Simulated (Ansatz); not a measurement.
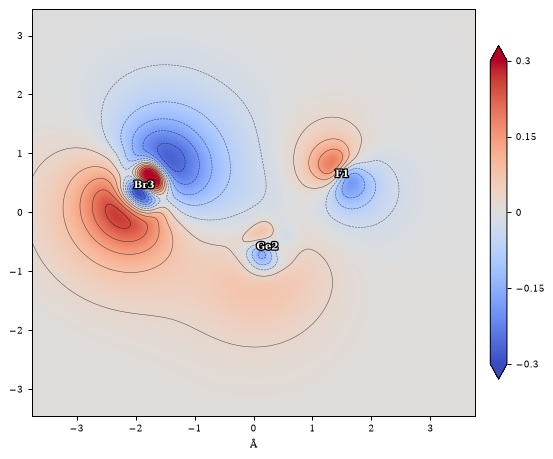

*BrFGeH (doublet). The HOMO−1 (β) on the plane of atoms F1, Ge2 and Br3 (values in Å⁻³ᐟ²; the overall sign is arbitrary).*

Not at a stationary point (largest force 1.4 eV/Å).

Theory: Ansatz, SCF blyp, Gaussian basis.

```xyz
4

F     0.2782   -0.0103    1.7013
Ge    0.4624    0.1364   -0.0482
Br   -0.6155   -1.6610   -1.0969
H    -0.0696    1.4746   -0.5766
```

What is the character of this orbital?

Its weight (Hirshfeld) is mainly on Br3 (about 85 %) and Ge2 (about 10 %); largely a lone pair of Br3. Its energy is −7.29 eV.
